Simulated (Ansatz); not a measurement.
# SiGeHO (doublet): correlated methods under varied settings

What do other methods and options give for SiGeHO (doublet) at this geometry, and how long do they take?

Program: Ansatz 0.2.0, Gaussian basis. Level of theory: the settings change from run to run. These are calculated values, not measurements.

24 further runs of the same task are left out: 12 that didn't finish, 12 set aside as unsound or not needed. Runs told in other sessions of the task aren't counted.

### 1 The system

The geometry is a PBE0/def2-TZVP stationary point (not a proven minimum) of the parent state, kept for this charge and spin. No spin-orbit coupling is included. The filled d shell of Ge may be among the frozen orbitals whatever the setting's name suggests.

4 atoms, charge 0, spin multiplicity 2.

Atoms are counted from 1 here; the program's logs count them from 0.

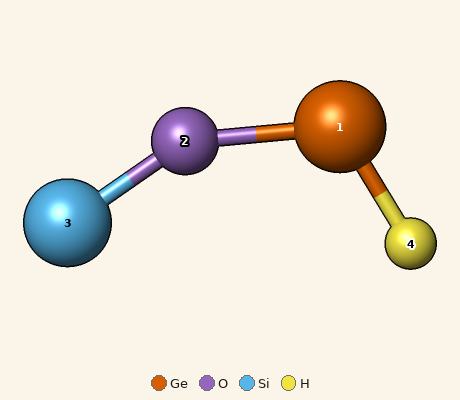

The structure; germanium orange, oxygen purple, silicon blue, hydrogen yellow; atoms are numbered from 1 in the order of the file.

Coordinates:

```xyz
4

Ge    0.00000    0.00485    1.02123
O     0.00000   -0.35973   -0.71838
Si    0.00000    0.13773   -2.28218
H     0.00000    1.52297    1.39657
```

### 2 BCCD/6-31G

Input file in.yaml:

```yaml
crystal:
  periodic: [false, false, false]
  atoms:
    - {symbol: Ge, position_ang: [0.000000, 0.004847, 1.021232]}
    - {symbol: O, position_ang: [0.000000, -0.359730, -0.718378]}
    - {symbol: Si, position_ang: [0.000000, 0.137734, -2.282184]}
    - {symbol: H, position_ang: [0.000000, 1.522968, 1.396565]}
basis:
  gaussian: {orbitals: 6-31G}
magnetization: {spin_polarized: false, initial_magnetization: 1}
hamiltonian: {xc: {name: PBE}}
correlation: {method: bccd, electrons: valence}
scf: {omitted_lower_state_checks: [cluster_reference]}
output: {forces: true}
```

Launch:

```sh
> ansatz run in.yaml --threads 1 --pin off --events-out ev --progress --plain --max-ram 2393MiB
```

Output, shortened:

```text
Functional definition: PBE
  name "PBE"
  cite "Perdew, Burke & Ernzerhof, Phys. Rev. Lett. 77, 3865 (1996) doi:10.1103/PhysRevLett.77.3865"
  parent pbe
[...]
500 factors; integrals over basis functions are off by at most 5.0e-4 eV
[...]
mean field -66431.67056602 eV, -2441.3188642976 hartree, gradient 1.2e-6 eV, S^2 0.750000; 11 other end points of the search recorded, 0 dependent functions left out
15 core orbitals not correlated: weight in the atoms' cores, before any rotation towards them, 1.000 or more for the frozen orbitals, at most 0.000 for the correlated occupied ones
reference -66375.44242914 eV, -2439.2525183800 hartree; 13, 12 occupied and 25, 26 virtual orbitals, 500 factors
second order -11.01736284 eV of doubles, -0.82999756 eV of singles
cycle   1  -10.41610407 eV  change     1.4e0 eV  update   1.6e-1
[...]
cycle  21  -11.16891544 eV  change    2.0e-7 eV  update   9.0e-8
[...]
Total energy: -66386.61134458 eV, -2439.6629684518 hartree
Atom 0 at     0.000000     0.004847     1.021232 Å, force     0.000000    -2.830513     2.151477 eV/Å
Atom 1 at     0.000000    -0.359730    -0.718378 Å, force     0.000000     0.788284     1.575931 eV/Å
Atom 2 at     0.000000     0.137734    -2.282184 Å, force     0.000000     0.465717    -2.826351 eV/Å
Atom 3 at     0.000000     1.522968     1.396565 Å, force    -0.000000     1.576512    -0.901057 eV/Å
Dipole moment:    -0.000000     0.286020    -0.058133 e Å
Checks for a lower state left out: cluster_reference
```

Wall time 26 s (1 thread of AMD EPYC 7R43, shared host).

From the report: correlation -11.1689 eV; largest double amplitude 0.09.

### 3 CISD/cc-pVDZ

Changes to in.yaml since step 2:

```diff
@@ -8,7 +8,6 @@
 basis:
-  gaussian: {orbitals: 6-31G}
+  gaussian: {orbitals: cc-pVDZ}
 magnetization: {spin_polarized: false, initial_magnetization: 1}
-hamiltonian: {xc: {name: PBE}}
-correlation: {method: bccd, electrons: valence}
-scf: {omitted_lower_state_checks: [cluster_reference]}
+correlation: {active_space: {ras: {orbitals: [7, 1, 36], electrons: 15, max_holes: 2, max_particles: 2}, fixed_orbitals: true}}
+accuracy: high
 output: {forces: true}
```

The command is unchanged.

Output, shortened:

```text
Functional definition: HF
  name "HF"
  cite "Fock, Z. Phys. 61, 126 (1930) doi:10.1007/BF01340294"
  parent pbe
[...]
1315 factors; integrals over basis functions are off by at most 4.4e-9 eV
[...]
mean field -66386.77966286 eV, -2439.6691540348 hartree, gradient 3.6e-8 eV, S^2 0.750000; 8 other end points of the search recorded, 0 dependent functions left out
reference -66386.77966286 eV, -2439.6691540348 hartree; 28, 27 occupied and 36, 37 virtual orbitals, 1315 factors
state -66395.35996972 eV, -2439.9844744957 hartree
[...]
Total energy: -66395.35996972 eV, -2439.9844744957 hartree
Atom 0 at     0.000000     0.004847     1.021232 Å, force     0.000000    -1.997053     2.136331 eV/Å
Atom 1 at     0.000000    -0.359730    -0.718378 Å, force     0.000000     0.604341     0.354977 eV/Å
Atom 2 at     0.000000     0.137734    -2.282184 Å, force     0.000000     0.348462    -1.516734 eV/Å
Atom 3 at     0.000000     1.522968     1.396565 Å, force    -0.000000     1.044250    -0.974573 eV/Å
Dipole moment:     0.000000     0.169361     0.040056 e Å
```

Wall time 30 s (1 thread of AMD EPYC 7R43, shared host); peak memory 0.27 GiB.

From the report: 86,646 determinants.

### 4 CCSD(T) on UHF/6-31G*

Input file in.yaml:

```yaml
crystal:
  periodic: [false, false, false]
  atoms:
    - {symbol: Ge, position_ang: [0.000000, 0.004847, 1.021232]}
    - {symbol: O, position_ang: [0.000000, -0.359730, -0.718378]}
    - {symbol: Si, position_ang: [0.000000, 0.137734, -2.282184]}
    - {symbol: H, position_ang: [0.000000, 1.522968, 1.396565]}
basis:
  gaussian: {orbitals: "6-31G*"}
magnetization: {spin_polarized: true, initial_magnetization: 1}
correlation: {method: ccsd_t, electrons: outside_noble_gas, diis_vectors: 1}
```

The command is unchanged.

Output, shortened:

```text
Functional definition: HF
  name "HF"
  cite "Fock, Z. Phys. 61, 126 (1930) doi:10.1007/BF01340294"
  parent pbe
[...]
634 factors; integrals over basis functions are off by at most 9.2e-4 eV
[...]
mean field -66379.41375377 eV, -2439.3984618683 hartree, gradient 2.6e-6 eV, S^2 1.028869; 25 other end points of the search recorded, 0 dependent functions left out
determinant -66379.41375377 eV, -2439.3984618683 hartree, with singles and doubles -66388.44130003 eV, -2439.7302180743 hartree
determinant -66379.39624389 eV, -2439.3978183922 hartree, with singles and doubles -66388.51295263 eV, -2439.7328512588 hartree
determinant -66379.37321526 eV, -2439.3969721056 hartree, with singles and doubles -66388.55302013 eV, -2439.7343237122 hartree
determinant -66378.52011037 eV, -2439.3656210791 hartree, with singles and doubles -66387.13094711 eV, -2439.6820634926 hartree
[...]
determinant -66376.21009894 eV, -2439.2807297249 hartree, with singles and doubles -66386.55116528 eV, -2439.6607569034 hartree
determinant -66379.41375377 eV, -2439.3984618683 hartree, with singles and doubles -66388.47494788 eV, -2439.7314546099 hartree
determinant -66379.39624389 eV, -2439.3978183922 hartree, with singles and doubles -66388.54831888 eV, -2439.7341509445 hartree
determinant -66379.37321526 eV, -2439.3969721056 hartree, with singles and doubles -66388.55668694 eV, -2439.7344584650 hartree
20 core orbitals not correlated: weight in the atoms' cores, before any rotation towards them, 0.994 or more for the frozen orbitals, at most 0.008 for the correlated occupied ones
reference -66379.37321526 eV, -2439.3969721056 hartree; 8, 7 occupied and 43, 44 virtual orbitals, 634 factors
second order -8.40684692 eV of doubles, -0.00000000 eV of singles
cycle   1  -9.18347226 eV  change   -5.8e-7 eV  update   1.6e-6
perturbative correction -0.28835811 eV, -0.0105969651 hartree
Total energy: -66388.84504563 eV, -2439.7450554516 hartree
```

Wall time 76 s (1 thread of AMD EPYC 7R43, shared host).

From the report: ⟨S²⟩ of the determinant 0.763 (pure doublet: 0.75); correlation -9.4718 eV; T1 0.033; largest double amplitude 0.09.

### 5 CCSD on ROHF/cc-pVDZ

Input file in.yaml:

```yaml
crystal:
  periodic: [false, false, false]
  atoms:
    - {symbol: Ge, position_ang: [0.000000, 0.004847, 1.021232]}
    - {symbol: O, position_ang: [0.000000, -0.359730, -0.718378]}
    - {symbol: Si, position_ang: [0.000000, 0.137734, -2.282184]}
    - {symbol: H, position_ang: [0.000000, 1.522968, 1.396565]}
basis:
  gaussian: {orbitals: cc-pVDZ, point_charges: [{charge: 0.50, position_ang: [2.765, -0.688, -0.333]}]}
magnetization: {spin_polarized: false, initial_magnetization: 1}
correlation: {method: ccsd, electrons: outside_noble_gas, diis_vectors: 1}
accuracy: high
```

Launched as before.

Output, shortened:

```text
Functional definition: HF
  name "HF"
  cite "Fock, Z. Phys. 61, 126 (1930) doi:10.1007/BF01340294"
  parent pbe
[...]
1315 factors; integrals over basis functions are off by at most 4.4e-9 eV
[...]
mean field -66386.79976012 eV, -2439.6698925955 hartree, gradient 2.2e-8 eV, S^2 0.750000; 8 other end points of the search recorded, 0 dependent functions left out
[...]
determinant -66386.79976012 eV, -2439.6698925955 hartree, with singles and doubles -66396.52553823 eV, -2440.0273083486 hartree
determinant -66386.65643747 eV, -2439.6646255852 hartree, with singles and doubles -66396.32591916 eV, -2440.0199724830 hartree
determinant -66386.79976012 eV, -2439.6698925955 hartree, with singles and doubles -66396.52895574 eV, -2440.0274339397 hartree
determinant -66386.65643747 eV, -2439.6646255852 hartree, with singles and doubles -66396.32560196 eV, -2440.0199608262 hartree
20 core orbitals not correlated: weight in the atoms' cores, before any rotation towards them, 0.993 or more for the frozen orbitals, at most 0.008 for the correlated occupied ones
reference -66386.79976012 eV, -2439.6698925955 hartree; 8, 7 occupied and 36, 37 virtual orbitals, 1315 factors
second order -8.81444945 eV of doubles, -0.06162929 eV of singles
cycle   1  -9.72919531 eV  change    3.1e-7 eV  update   4.7e-6
[...]
cycle 115  -9.72918985 eV  change  -9.6e-10 eV  update   1.9e-9
Total energy: -66396.52894998 eV, -2440.0274337279 hartree
```

Run time: 46 s. Hardware: 1 thread of AMD EPYC 7R43, shared host; peak memory 0.27 GiB.

From the report: correlation -9.7292 eV; T1 0.035; largest double amplitude 0.09.

### 6 All runs side by side

Where basis and cores are those of an earlier UCCSDT(Q)/cc-pVDZ run (-66396.8709 eV), and the records show the same count of frozen orbitals and kind of state, the miss against it is given; a blank cell means that this couldn't be shown.

| level | correlated | functions | energy (eV) | from UCCSDT(Q) (meV) | time |
| --- | --- | --- | --- | --- | --- |
| BCCD/6-31G (on PBE orbitals) | valence | 53 | -66386.6113 |  | 26 s |
| CISD/cc-pVDZ | outside noble gas | 64 | -66395.3600 | 1511.0 | 30 s |
| CCSD(T) on UHF/6-31G* | outside noble gas | 71 | -66388.8450 |  | 76 s |
| CCSD on ROHF/cc-pVDZ (beside a point charge) | outside noble gas | 64 | -66396.5289 |  | 46 s |

### 7 What came out

```
quantity                               value
    runs                                   4
quickest  BCCD/6-31G (on PBE orbitals), 26 s
 slowest         CCSD(T) on UHF/6-31G*, 76 s
```

**Reading.** Total energies in different bases, with other cores or another treatment of relativity can't be set against each other. «valence» and «outside noble gas» are the program's key words; the logs give how many orbitals each freezes, and for Ga to Kr the 3d shell needn't follow the word's plain sense. CCSD(T) on UHF/6-31G* took 3 times as long as BCCD/6-31G (on PBE orbitals); the jobs differ in more than the method.
